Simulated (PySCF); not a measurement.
```json
{"atom": "C", "x (Å)": "3.2536", "y (Å)": "0.8313", "z (Å)": "-1.8987"}
{"atom": "C", "x (Å)": "2.7802", "y (Å)": "0.8061", "z (Å)": "-0.6681"}
{"atom": "C", "x (Å)": "2.7474", "y (Å)": "-0.4224", "z (Å)": "0.1949"}
{"atom": "C", "x (Å)": "1.3724", "y (Å)": "-0.7335", "z (Å)": "0.5425"}
{"atom": "C", "x (Å)": "0.2199", "y (Å)": "-0.9622", "z (Å)": "0.8119"}
{"atom": "Si", "x (Å)": "-1.5855", "y (Å)": "-1.1992", "z (Å)": "1.1415"}
{"atom": "C", "x (Å)": "-2.1667", "y (Å)": "-2.6545", "z (Å)": "0.0589"}
{"atom": "Si", "x (Å)": "-2.6256", "y (Å)": "0.7985", "z (Å)": "0.5526"}
{"atom": "Si", "x (Å)": "-1.3027", "y (Å)": "2.2860", "z (Å)": "-0.6258"}
{"atom": "H", "x (Å)": "3.2526", "y (Å)": "1.7308", "z (Å)": "-2.4905"}
{"atom": "H", "x (Å)": "3.6676", "y (Å)": "-0.0472", "z (Å)": "-2.3680"}
{"atom": "H", "x (Å)": "2.3572", "y (Å)": "1.6950", "z (Å)": "-0.2186"}
{"atom": "H", "x (Å)": "3.3124", "y (Å)": "-0.2441", "z (Å)": "1.1168"}
{"atom": "H", "x (Å)": "3.1938", "y (Å)": "-1.2711", "z (Å)": "-0.3307"}
{"atom": "H", "x (Å)": "-1.6958", "y (Å)": "-1.6191", "z (Å)": "2.5521"}
{"atom": "H", "x (Å)": "-3.2183", "y (Å)": "-2.8713", "z (Å)": "0.2250"}
{"atom": "H", "x (Å)": "-2.0405", "y (Å)": "-2.4279", "z (Å)": "-0.9964"}
{"atom": "H", "x (Å)": "-1.6053", "y (Å)": "-3.5604", "z (Å)": "0.2682"}
{"atom": "H", "x (Å)": "-3.1442", "y (Å)": "1.4483", "z (Å)": "1.7705"}
{"atom": "H", "x (Å)": "-3.8545", "y (Å)": "0.5075", "z (Å)": "-0.2110"}
{"atom": "H", "x (Å)": "-2.0633", "y (Å)": "3.3004", "z (Å)": "-1.3634"}
{"atom": "H", "x (Å)": "-0.4021", "y (Å)": "3.0306", "z (Å)": "0.2592"}
{"atom": "H", "x (Å)": "-0.4573", "y (Å)": "1.6053", "z (Å)": "-1.6104"}
```

Geometry: GFN2-xTB.

All numbers below come from PBE0/pcSseg-1, SCF density, gas phase, non-relativistic in PySCF.

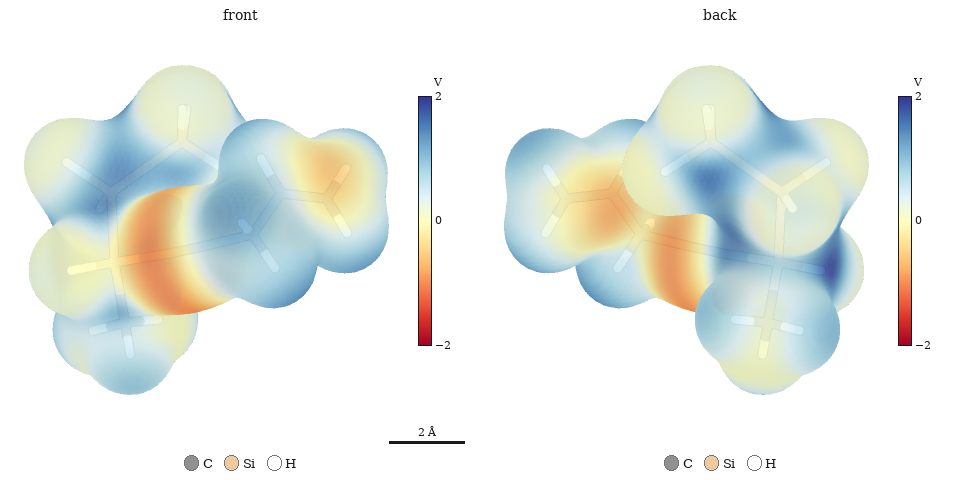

C6H14Si3. The molecular electrostatic potential painted on the density surface at 0.004 e/bohr³, seen from the front and from behind; the colour scale runs from red (negative) to blue (positive).

**Which sites attract a positive test charge, and which a negative one?**

A positive charge is drawn to the negative regions and a negative charge to the positive ones. The most negative region (about −1.0 V, or −23 kcal/mol for a unit charge) lies over C4 and C5, the most positive (about +1.6 V, or +37 kcal/mol for a unit charge) over Si6.
